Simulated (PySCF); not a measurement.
# F4Hf, SMILES `F[Hf](F)(F)F`: electronic structure

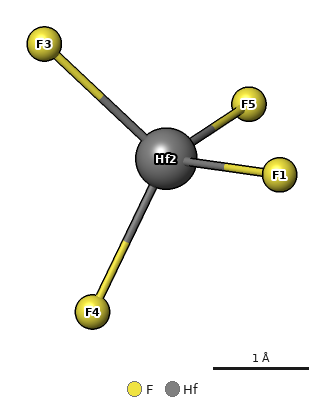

The molecule, with its atoms numbered as below. No frequency check shows the geometry to be a minimum.

Geometry (Å), atoms numbered from 1:

```
F1      -1.2411   -0.8197   -1.0513
Hf2      0.0001    0.0001   -0.0004
F3       1.2409    0.8223   -1.0488
F4       0.8222   -1.2407    1.0499
F5      -0.8226    1.2372    1.0534
```

### 1. Bonding charge

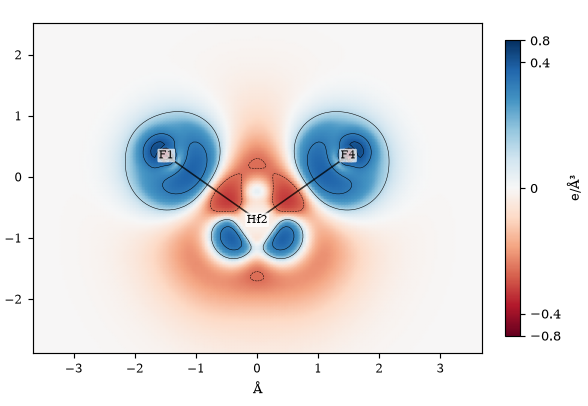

Deformation density (molecule less spherical, spin-averaged free atoms) in the plane of F1, Hf2 and F4; colour scale in e/Å³, logarithmic beyond ±0.1; blue: gain, red: loss.

Method: B3LYP/def2-SVPD; geometry: GFN2-xTB; program: PySCF. Core potentials replace the inner electrons of Hf; spin–orbit coupling isn't included. This is a single-reference result, which may miss multireference character in this system.

**How much density has each bond in this plane gained at its critical point, relative to the free atoms?**

F1–Hf2 and Hf2–F4: +0.01 e/Å³ at the bond critical point (bond length 1.82 Å); up to 0.6 Å beside the axis the gain reaches +0.24 e/Å³. In all, 1.5 electrons gather in the regions of gain relative to the promolecule. A small or negative value marks a very polar bond, one between electron-rich atoms, whose free-atom densities already overlap strongly, a long bond to a heavier atom, or a closed-shell contact such as a hydrogen bond.

**Where do the Hirshfeld charges lie?**

The highest Hirshfeld charge is on Hf2 (+1.02 e), the lowest on F1, F3, F4 and F5 (−0.26 e).

```json
{"atom": "F1", "charge (e)": "−0.26"}
{"atom": "Hf2", "charge (e)": "+1.02"}
{"atom": "F3", "charge (e)": "−0.26"}
{"atom": "F4", "charge (e)": "−0.26"}
{"atom": "F5", "charge (e)": "−0.26"}
```

### 2. Bond critical points

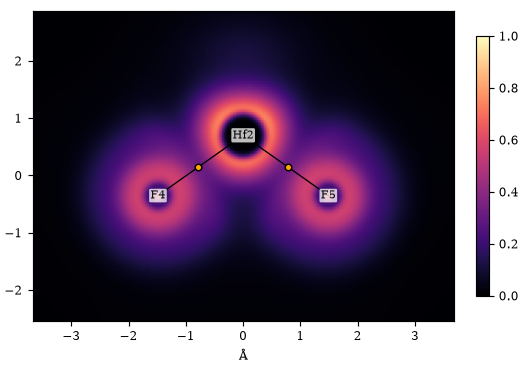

Localised orbital locator (LOL) in the plane of Hf2, F4 and F5, with bond paths and bond critical points (dots).

**What values does LOL take at the bond critical points in this plane?**

Hf2–F5 and Hf2–F4: about 0.32. Values above 0.5 mark slow, localised electrons, as in shared pairs; low values at a critical point mark a polar or closed-shell contact whose critical point lies between the shells.

### 3. In an electric field

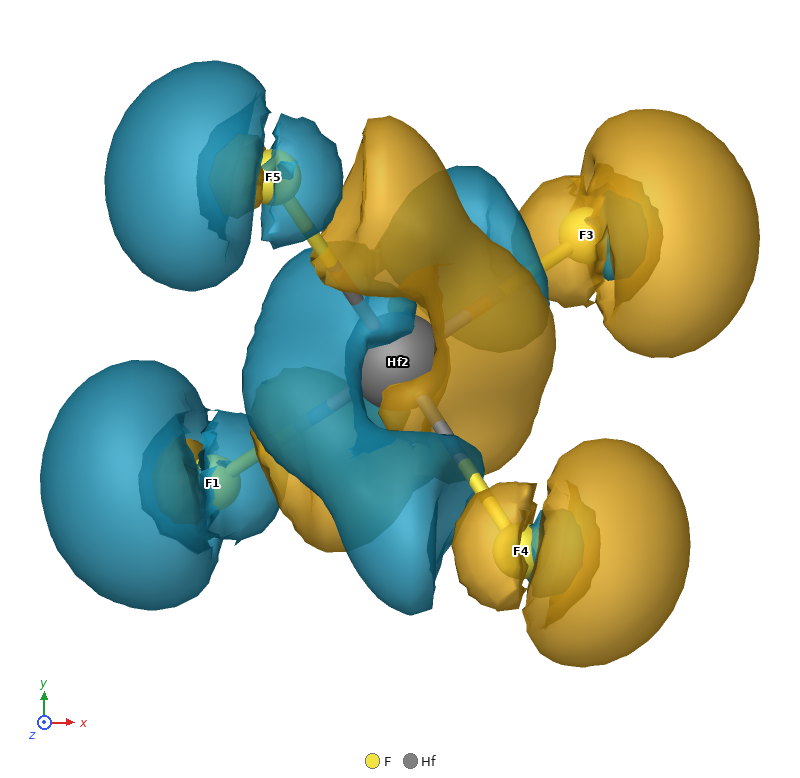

Change of the electron density in a uniform field of 0.21 V/Å, surfaces at ±0.0015 e/Å³ (yellow: gain, teal: loss).

Computed with PySCF, B3LYP/def2-SVPD, geometry: GFN2-xTB. Core potentials replace the inner electrons of Hf; spin–orbit coupling isn't included. This is a single-reference result, which may miss multireference character in this system.

The field was applied in both directions; the picture shows the one opposite to the script's first.

**Along which Cartesian direction does the field point?**

Along −x: electrons gather on the +x side, against the field.

**How large is the response?**

The induced dipole is 0.33 D (along the field); α along this axis, from the fields in both directions, is 32 bohr³ (4.8 Å³).

The PySCF runs shown took 9 s and 18 s on 1 thread of Intel(R) Xeon(R) Platinum 8375C CPU @ 2.90GHz (Ice Lake), on a shared host.
